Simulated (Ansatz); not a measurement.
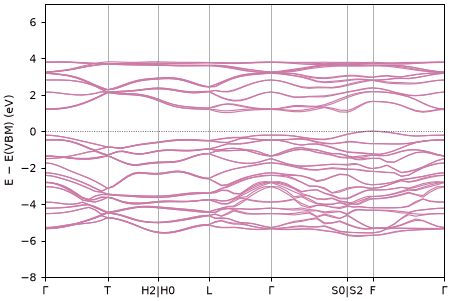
Fig. 1. Band structure from DFT-PBEsol with spin–orbit coupling in the program Ansatz with PAW potentials

The gap is 1.00 eV; an edge lies off the plotted path or next to a special point (maximum at F, minimum off the standard path).

The material is LaMoN3 in space group R3c (No. 161; La on 6a, Mo on 6a, N on 18b).

The first step of the workflow began from a Materials Project structure, measured or hypothetical; the Crystallography Open Database copy checked does not list it. Its standing as an ambient phase is unchecked. The cell was relaxed with PBEsol under the symmetry of its start; phonons on a q-mesh show no instability. The run is not spin-polarised.

Potentials: the later of the program's two PAW sets.
